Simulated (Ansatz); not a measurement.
# Geometry relaxation, with input and output: C$_{3}$H$_{8}$N$_{2}$ (part 1 of 2)

- system: C$_{3}$H$_{8}$N$_{2}$
- method: RKS PBE0-D4/def2-TZVP (Ansatz 0.2.0)

The geometry: PBE-D4/def2-SVP start. Figures and captions count atoms from 1; the log counts them from 0 in places.

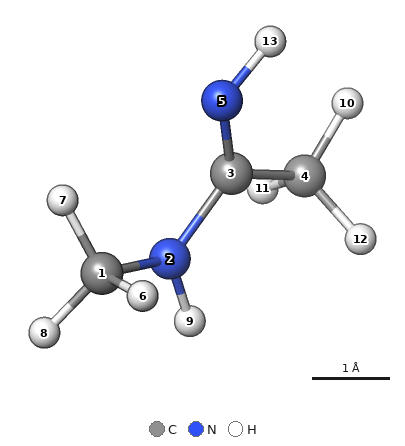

The structure as given in the input (ball-and-stick view, seen at a tilt; atoms are numbered from 1 in the order of the input). Bond lengths as drawn: C–C 1.52 Å, C–H 1.11 to 1.12 Å, C–N 1.29 to 1.45 Å and H–N 1.02 to 1.03 Å.

Key numbers:

| quantity | value |
| --- | --- |
| outcome | converged |
| total energy | −6216.5867 eV |
| mean-field energy | −6216.3948 eV |
| dispersion energy | −0.1919 eV |
| SCF solution under orbital rotations | stable |
| largest force (length of the vector) at the end | 0.003 eV/Å |
| dipole moment | 2.92 D |
| hardware | 4 threads of Arm Neoverse V2, 23 GiB of memory available, shared host |
| wall time | 35 s (CPU time 2.2 min) |
| peak memory | 0.48 GiB |

Input:
```yaml
crystal:
  periodic: [false, false, false]
  atoms:
    - {symbol: C, position_ang: [-1.614958, 1.004729, 0.552337]}
    - {symbol: N, position_ang: [-0.821777, -0.107876, 0.079675]}
    - {symbol: C, position_ang: [0.533093, 0.021889, -0.144625]}
    - {symbol: C, position_ang: [1.220782, -1.280571, -0.517151]}
    - {symbol: N, position_ang: [1.088639, 1.186229, -0.045047]}
    - {symbol: H, position_ang: [-1.450289, 1.232903, 1.631975]}
    - {symbol: H, position_ang: [-1.328372, 1.914375, -0.009741]}
    - {symbol: H, position_ang: [-2.690967, 0.796262, 0.391485]}
    - {symbol: H, position_ang: [-1.188954, -1.049640, 0.206922]}
    - {symbol: H, position_ang: [2.283924, -1.104973, -0.763673]}
    - {symbol: H, position_ang: [0.729052, -1.755394, -1.391827]}
    - {symbol: H, position_ang: [1.176301, -2.006848, 0.322333]}
    - {symbol: H, position_ang: [2.083826, 1.114014, -0.297863]}
basis:
  gaussian: {orbitals: def2-TZVP}
hamiltonian: {xc: pbe0, dispersion: d4}
relax: {f_tol: 0.005, max_steps: 150}
```

Run as:
```bash
ansatz run in.yaml --threads 4 --pin off --events-out ev --progress --plain --max-ram 10444MiB
```

Log:
```
Functional definition: PBE0
  name "PBE0"
  cite "Adamo & Barone, J. Chem. Phys. 110, 6158 (1999) doi:10.1063/1.478522"
  cite "Perdew, Burke & Ernzerhof, Phys. Rev. Lett. 77, 3865 (1996) doi:10.1103/PhysRevLett.77.3865"
  parent pbe
  parameter a = 0.25
  parameter kappa = 0.804
  parameter beta = 0.06672455060314922
  exchange = (1 - a)*pbe_x(kappa = kappa, mu = beta*pi^2/3) + a*exact_x
  correlation = pbe_c(beta = beta)
1202 factors; their error is unknown
mean field evaluation 1: about -6205.7160 eV, gradient 7.1e1 eV
mean field evaluation 2: about -6199.2237 eV, gradient 8.7e1 eV
mean field evaluation 4: about -6216.2577 eV, gradient 5.9e0 eV
mean field evaluation 8: about -6216.3344 eV, gradient 1.4e-1 eV
mean field evaluation 16: about -6216.3301 eV, gradient 3.8e-4 eV
mean field -6216.33008584 eV, -228.4459170748 hartree, gradient 5.6e-5 eV, S^2 0.000000; 0 other end points of the search recorded, 0 dependent functions left out
the calculation of the forces begins
reference -6216.33011734 eV, -228.4459182323 hartree; 20, 20 occupied and 183, 183 virtual orbitals, 1202 factors
relax step   1: F+E_penalty+E_count = -6216.52041042 eV  Δ(F+E_penalty+E_count) = +0.000e0 eV  max|allowed force component| = 1.078e0 eV/Å  Δτ_max = 0.0000 Å  (29 SCF iters, accepted)
these checks for a lower state are left out or cut short: starts, cluster_reference, orbital_swaps, neighbouring_geometries, increment
1202 factors; their error is unknown
mean field -6216.38763911 eV, -228.4480321184 hartree, gradient 1.3e-5 eV, S^2 0.000000; 0 other end points of the search recorded, 0 dependent functions left out
[... from here on the field's lines of each further geometry are left out, up to the last ...]
relax step   2: F+E_penalty+E_count = -6216.57905827 eV  Δ(F+E_penalty+E_count) = -5.865e-2 eV  max|allowed force component| = 3.049e-1 eV/Å  Δτ_max = 0.0308 Å  (32 SCF iters, accepted)
relax step   3: F+E_penalty+E_count = -6216.58442136 eV  Δ(F+E_penalty+E_count) = -5.363e-3 eV  max|allowed force component| = 5.122e-2 eV/Å  Δτ_max = 0.0188 Å  (32 SCF iters, accepted)
relax step   4: F+E_penalty+E_count = -6216.58369255 eV  Δ(F+E_penalty+E_count) = +7.288e-4 eV  max|allowed force component| = 1.074e-1 eV/Å  Δτ_max = 0.0194 Å  (31 SCF iters, rejected (line search))
relax step   5: F+E_penalty+E_count = -6216.58484964 eV  Δ(F+E_penalty+E_count) = -4.283e-4 eV  max|allowed force component| = 1.854e-2 eV/Å  Δτ_max = 0.0094 Å  (32 SCF iters, accepted)
relax step   6: F+E_penalty+E_count = -6216.58540080 eV  Δ(F+E_penalty+E_count) = -5.512e-4 eV  max|allowed force component| = 7.926e-2 eV/Å  Δτ_max = 0.0294 Å  (32 SCF iters, accepted)
relax step   7: F+E_penalty+E_count = -6216.58582006 eV  Δ(F+E_penalty+E_count) = -4.193e-4 eV  max|allowed force component| = 6.451e-2 eV/Å  Δτ_max = 0.0259 Å  (31 SCF iters, accepted)
relax step   8: F+E_penalty+E_count = -6216.58615824 eV  Δ(F+E_penalty+E_count) = -3.382e-4 eV  max|allowed force component| = 6.543e-2 eV/Å  Δτ_max = 0.0516 Å  (30 SCF iters, accepted)
relax step   9: F+E_penalty+E_count = -6216.58639356 eV  Δ(F+E_penalty+E_count) = -2.353e-4 eV  max|allowed force component| = 4.793e-2 eV/Å  Δτ_max = 0.0077 Å  (32 SCF iters, accepted)
relax step  10: F+E_penalty+E_count = -6216.58654716 eV  Δ(F+E_penalty+E_count) = -1.536e-4 eV  max|allowed force component| = 1.923e-2 eV/Å  Δτ_max = 0.0031 Å  (32 SCF iters, accepted)
relax step  11: F+E_penalty+E_count = -6216.58664870 eV  Δ(F+E_penalty+E_count) = -1.015e-4 eV  max|allowed force component| = 1.045e-2 eV/Å  Δτ_max = 0.0141 Å  (31 SCF iters, accepted)
relax step  12: F+E_penalty+E_count = -6216.58668163 eV  Δ(F+E_penalty+E_count) = -3.293e-5 eV  max|allowed force component| = 1.006e-2 eV/Å  Δτ_max = 0.0123 Å  (31 SCF iters, accepted)
relax step  13: F+E_penalty+E_count = -6216.58668040 eV  Δ(F+E_penalty+E_count) = +1.227e-6 eV  max|allowed force component| = 1.888e-2 eV/Å  Δτ_max = 0.0080 Å  (32 SCF iters, rejected (line search))
the calculation of the forces begins
reference -6216.39479672 eV, -228.4482951559 hartree; 20, 20 occupied and 183, 183 virtual orbitals, 1202 factors
relax step  14: F+E_penalty+E_count = -6216.58669291 eV  Δ(F+E_penalty+E_count) = -1.128e-5 eV  max|allowed force component| = 3.054e-3 eV/Å  Δτ_max = 0.0039 Å  (32 SCF iters, accepted)
1202 factors; their error is unknown
mean field evaluation 128: about -6216.3948 eV, gradient 4.9e-3 eV
```

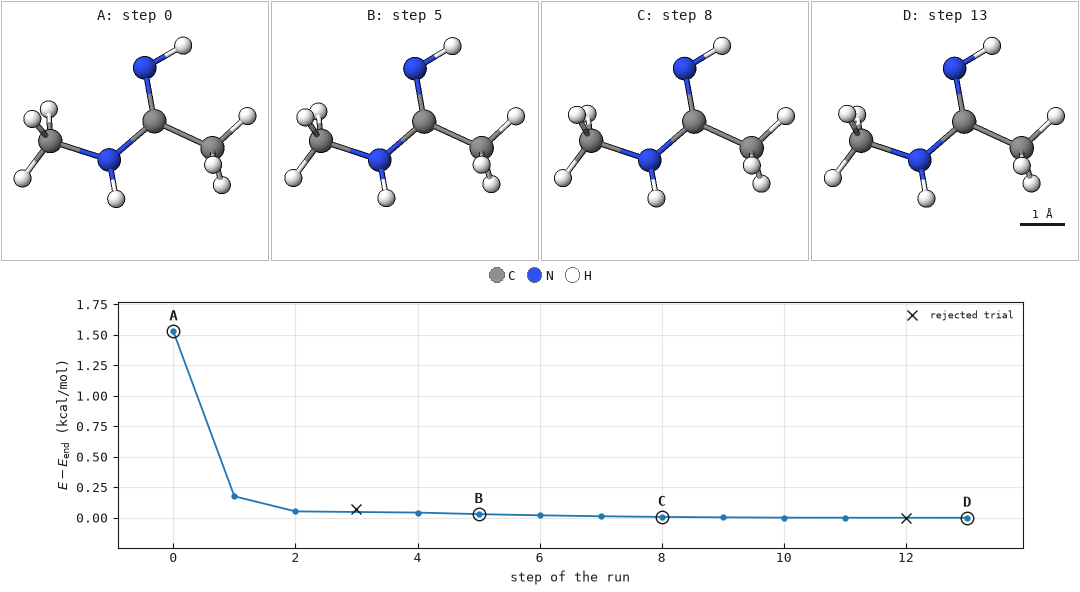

Frames of the relaxation (ball-and-stick view, seen at a tilt) above the curves, on which the letters mark them (the first geometry is step 0 here and step 1 in the log).

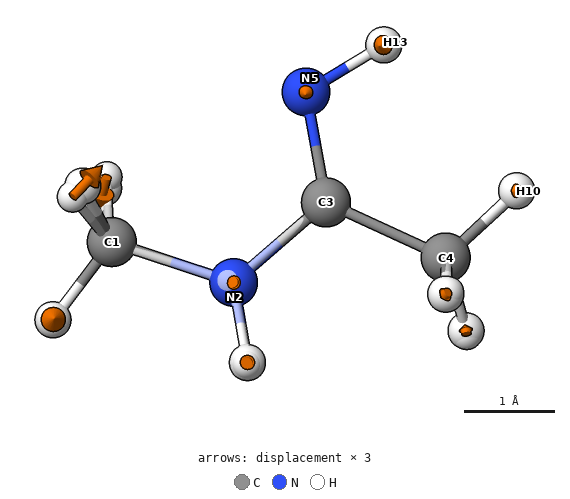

Start (faint) and end (solid) with the displacements as orange arrows, magnified 3 times (ball-and-stick view, seen at a tilt). The two geometries are laid on each other by the best rigid fit. The energy falls by 1.53 kcal/mol in 13 geometry steps. Largest force component: 1.1 eV/Å at the start, 0.0031 eV/Å at the end. The line search rejected the trial steps at points 3, 12 (counted from 0) and went back. The largest move after the best rigid fit is that of H6, 0.18 Å. Largest moves by element: H 0.18 Å, N 0.05 Å, C 0.02 Å. Among the contacts that change: C1–H6 1.116 → 1.096 Å, C3–N5 1.294 → 1.277 Å, C1–H7 1.107 → 1.091 Å, N2–C3 1.379 → 1.363 Å. (Atoms are counted from 1 in the order of the input.)

```
mean field -6216.39476540 eV, -228.4482940048 hartree, gradient 1.3e-5 eV, S^2 0.000000; 1 other end points of the search recorded, 0 dependent functions left out
the calculation of the forces begins
reference -6216.39479672 eV, -228.4482951559 hartree; 20, 20 occupied and 183, 183 virtual orbitals, 1202 factors
Total energy: -6216.58672423 eV, -228.4553483618 hartree
Atom 0 at    -1.596180     1.005315     0.537086 Å, force     0.001085    -0.000769    -0.001296 eV/Å
Atom 1 at    -0.822722    -0.099539     0.033994 Å, force    -0.000045    -0.000436     0.001815 eV/Å
Atom 2 at     0.524201     0.016983    -0.142627 Å, force    -0.000866     0.002354     0.000584 eV/Å
Atom 3 at     1.208068    -1.270371    -0.514700 Å, force     0.000606    -0.001562    -0.000144 eV/Å
Atom 4 at     1.083773     1.156739    -0.006049 Å, force     0.000654    -0.003054    -0.001174 eV/Å
Atom 5 at    -1.300462     1.291428     1.552550 Å, force     0.000211     0.000262     0.001212 eV/Å
Atom 6 at    -1.449165     1.877082    -0.101381 Å, force     0.000085     0.000779    -0.000495 eV/Å
Atom 7 at    -2.651795     0.732536     0.531120 Å, force    -0.001324    -0.000344     0.000002 eV/Å
Atom 8 at    -1.189997    -1.024892     0.160854 Å, force     0.000184     0.000611    -0.000650 eV/Å
Atom 9 at     2.262997    -1.098391    -0.722184 Å, force    -0.000084     0.000018     0.000168 eV/Å
Atom 10 at     0.744957    -1.714551    -1.399381 Å, force     0.000027     0.000274    -0.000128 eV/Å
Atom 11 at     1.132752    -1.996164     0.300381 Å, force    -0.000202     0.000037    -0.000232 eV/Å
Atom 12 at     2.073874     1.088924    -0.214864 Å, force    -0.000333     0.001831     0.000338 eV/Å
Dipole moment:    -0.147830    -0.589719    -0.010974 e Å
```

Trajectory as extended XYZ (Å, eV, eV/Å), 14 frames, from step=1 to step=14:
```
13
Properties=species:S:1:pos:R:3:forces:R:3 step=1 energy=-6216.52041
C    -1.6150    1.0047    0.5523   -0.0894   0.3313   0.1585
N    -0.8218   -0.1079    0.0797    0.2801  -0.2753   0.0122
C     0.5331    0.0219   -0.1446   -0.1081   0.5015   0.1427
C     1.2208   -1.2806   -0.5172    0.0757  -0.1259  -0.0443
N     1.0886    1.1862   -0.0450    0.1020  -1.0784  -0.2482
H    -1.4503    1.2329    1.6320   -0.0601  -0.1849  -0.5623
H    -1.3284    1.9144   -0.0097   -0.1620  -0.4846   0.2364
H    -2.6910    0.7963    0.3915    0.5577   0.0611   0.0522
H    -1.1890   -1.0496    0.2069    0.2720   0.6319  -0.0647
H     2.2839   -1.1050   -0.7637   -0.5256  -0.0654   0.1245
H     0.7291   -1.7554   -1.3918    0.2273   0.2713   0.4246
H     1.1763   -2.0068    0.3223    0.0104   0.3905  -0.3842
H     2.0838    1.1140   -0.2979   -0.5799   0.0270   0.1526
13
Properties=species:S:1:pos:R:3:forces:R:3 step=2 energy=-6216.57906
C    -1.6033    1.0017    0.5488   -0.0420   0.1064   0.0706
N    -0.8175   -0.1057    0.0703    0.1229  -0.0905  -0.0240
C     0.5278    0.0212   -0.1449   -0.1316   0.1094   0.0374
C     1.2125   -1.2715   -0.5135    0.0195  -0.0264   0.0006
N     1.0809    1.1723   -0.0472    0.1426  -0.3049  -0.0762
H    -1.4282    1.2199    1.6149   -0.0142  -0.0446  -0.1812
H    -1.3319    1.8995   -0.0156   -0.0564  -0.1404   0.0770
H    -2.6666    0.7858    0.3983    0.1541   0.0227   0.0173
H    -1.1773   -1.0366    0.2067    0.0605   0.1556  -0.0157
H     2.2646   -1.0956   -0.7532   -0.1473  -0.0231   0.0349
H     0.7269   -1.7365   -1.3813    0.0681   0.0739   0.1263
H     1.1638   -1.9862    0.3194    0.0064   0.1040  -0.1166
H     2.0683    1.0968   -0.2880   -0.1825   0.0579   0.0497
13
Properties=species:S:1:pos:R:3:forces:R:3 step=3 energy=-6216.58442
C    -1.5996    1.0002    0.5479   -0.0071   0.0002   0.0056
N    -0.8163   -0.1042    0.0622    0.0200   0.0057  -0.0263
C     0.5252    0.0215   -0.1485   -0.0361   0.0082   0.0512
C     1.2088   -1.2686   -0.5112   -0.0007   0.0136  -0.0121
N     1.0819    1.1665   -0.0450    0.0170  -0.0401  -0.0291
H    -1.4119    1.2182    1.6056    0.0120   0.0026   0.0048
H    -1.3423    1.8938   -0.0195   -0.0065   0.0110  -0.0085
H    -2.6587    0.7794    0.4107   -0.0040  -0.0059   0.0030
H    -1.1738   -1.0315    0.2007   -0.0078  -0.0092   0.0022
H     2.2581   -1.0950   -0.7432    0.0084   0.0006  -0.0017
H     0.7299   -1.7299   -1.3780   -0.0027  -0.0112  -0.0104
H     1.1541   -1.9799    0.3178   -0.0020  -0.0042   0.0080
H     2.0647    1.0947   -0.2848    0.0096   0.0286   0.0133
```
